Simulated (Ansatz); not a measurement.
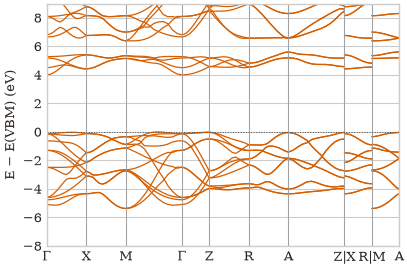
Fig. 1. Band structure from plane-wave PAW PBEsol (Ansatz code)

Question: Read off the gap and where the band edges lie.

Answer: About 4.0 eV (4.00 eV by a search for the band edges); maximum on the M–Γ line, 57 % of the way from M, minimum at Γ.

The material is ZrO$_{2}$ in space group P4_2/nmc (No. 137; Zr on 2a, O on 4d).

This is a known high-temperature phase of the composition, computed here at zero pressure and temperature. The cell was relaxed with PBEsol under the symmetry of its start; whether a distortion lowers the energy is not shown. The run is not spin-polarised. Spin–orbit coupling is left out wherever it is not named.

Potentials: the later of the program's two PAW sets.
